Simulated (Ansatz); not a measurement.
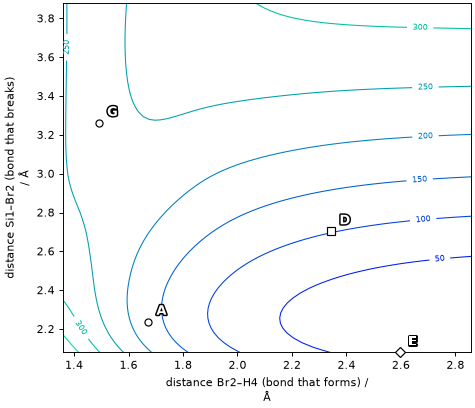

The reacting system BrClH₂OSi (fragments BrClH₂OSi where the first distance is long, ClHOSi + BrH where the second is long). 
- The first coordinate is: distance Br2–H4 (bond that forms); the second: distance Si1–Br2 (bond that breaks).
- Relaxed at each point: all other coordinates.
- The scan uses an 8 × 8 grid.
- Points are written as (first, second).
- All energies are given in kJ/mol relative to the lowest grid point.
- The reference is spin-restricted, so regions where a bond is pulled apart into radicals lie too high.
- All numbers below come from RKS B3LYP-D4/def2-SVP (Ansatz 0.2.0).

The picture shows contour lines labelled in kJ/mol, lettered points. Between grid points the surface is interpolated.

Question: What kind of point is each of A, D, G: minimum, saddle, maximum or slope?

Answer: A: on a slope; D: on a slope; G: saddle point. (In these two coordinates alone; a stationary point may lie a little off the grid point.)

Question: Rank the lettered points by energy, lowest first.

Answer: E (30 kJ/mol), D (102 kJ/mol), A (172 kJ/mol), G (242 kJ/mol).
